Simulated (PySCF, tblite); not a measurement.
# C₃H₆Al₂Cl₃F: geometry, infrared bands and NMR shifts

What infrared bands and NMR shifts should C₃H₆Al₂Cl₃F (`C=C[CH2][Al@H-]1[Cl+][Al@@-]([F])([Cl])[Cl+]1`) show?

Computed with tblite 0.8.0 and PySCF 2.14.0, with density-fitted response routines of our own, on a single molecule in the gas phase. Atoms count from 0, in the outputs and in this text.

**1. Starting geometry**

15 atoms, charge 0, multiplicity 1; geometry from: force field or distance geometry start.

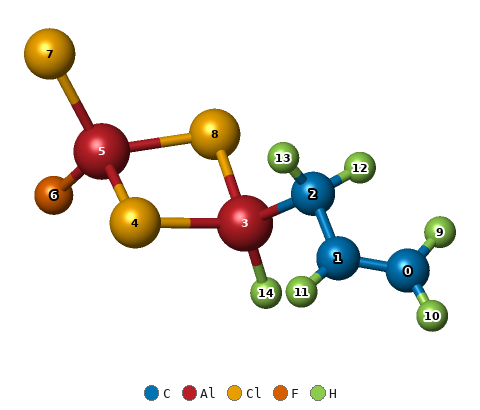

As it starts; carbon blue, aluminium red, chlorine amber, fluorine orange, hydrogen green, atoms numbered.

**2. Geometry optimisation with GFN2-xTB**

What the job is given:

```
{"job": {"kind": "relax", "xc": "GFN2-xTB", "basis": "xTB"}, "charge": 0, "multiplicity": 1}
C     -3.253900    -0.103500     0.357700
C     -2.149700     0.418800    -0.170900
C     -0.940000     0.440900     0.726000
Al     0.506300    -0.613300    -0.119500
Cl     1.809400     0.619400    -1.385100
Al     3.597000    -0.000200    -0.278900
F      4.597300    -1.211400    -1.154300
Cl     4.759000     1.711200     0.525800
Cl     2.262200    -0.894000     1.238900
H     -3.186900    -0.454100     1.401900
H     -4.195600    -0.173900    -0.198000
H     -2.091900     0.793900    -1.172400
H     -1.222600    -0.013400     1.709000
H     -0.542300     1.473600     0.827300
H      0.047300    -1.986100    -0.793500
```

Started as:

```bash
$ OMP_NUM_THREADS=1 python probes_run.py task.json out
```

One launch serves the whole session: the jobs run in the order shown.

**Question.** This job is followed by: GFN2-xTB harmonic vibrations, gas phase; GIAO PBE0/pcSseg-1 NMR shielding, non-relativistic, gas phase. What will the session give for the following? strongest single infrared mode (GFN2-xTB); zero-point energy (GFN2-xTB); 13C shifts against TMS (PBE0/pcSseg-1); 1H shifts against TMS (PBE0/pcSseg-1, means over atoms taken as alike); 27Al shifts against AlH4- (PBE0/pcSseg-1); 35Cl shifts against HCl (PBE0/pcSseg-1, means over atoms taken as alike); 19F shifts against CFCl3 (PBE0/pcSseg-1).

The runs gave:

| quantity | value |
| --- | --- |
| strongest single infrared mode (GFN2-xTB) | 586 cm⁻¹, 224 km/mol |
| zero-point energy (GFN2-xTB) | 51.4 kcal/mol |
| 13C shifts against TMS (PBE0/pcSseg-1) | 139.8, 129.0, 23.4 ppm |
| 1H shifts against TMS (PBE0/pcSseg-1, means over atoms taken as alike) | 6.22, 5.81, 5.15, 4.44, 1.99 ppm |
| 27Al shifts against AlH4- (PBE0/pcSseg-1) | 50.4, 11.0 ppm |
| 35Cl shifts against HCl (PBE0/pcSseg-1, means over atoms taken as alike) | 85, -10 ppm |
| 19F shifts against CFCl3 (PBE0/pcSseg-1) | -156.1 ppm |

**Reading.** Relaxing lowered the energy by 0.895 eV in 160 steps; the close pair that moved most is Al5–Cl7, from 2.220 to 2.018 Å. The lowest mode is slightly imaginary (10i cm⁻¹), a soft motion within the noise of the Hessian, so the minimum is not strictly shown. The strongest single mode, at 586 cm⁻¹, moves mainly H14. GFN2-xTB is a fitted tight-binding method: band positions and strengths are rough. Its intensities can rank the bands wrongly. C1 (alkene CH) lies farthest downfield among carbon, at 139.8 ppm; the olefinic region. The most deshielded hydrogen is H11 (hydrogen on an alkene CH), at 6.22 ppm: attached to an sp2 carbon and in the plane of the double bond. At PBE0/pcSseg-1: The widest tensor belongs to C1: span 236 ppm, with a paramagnetic part of -214 ppm.
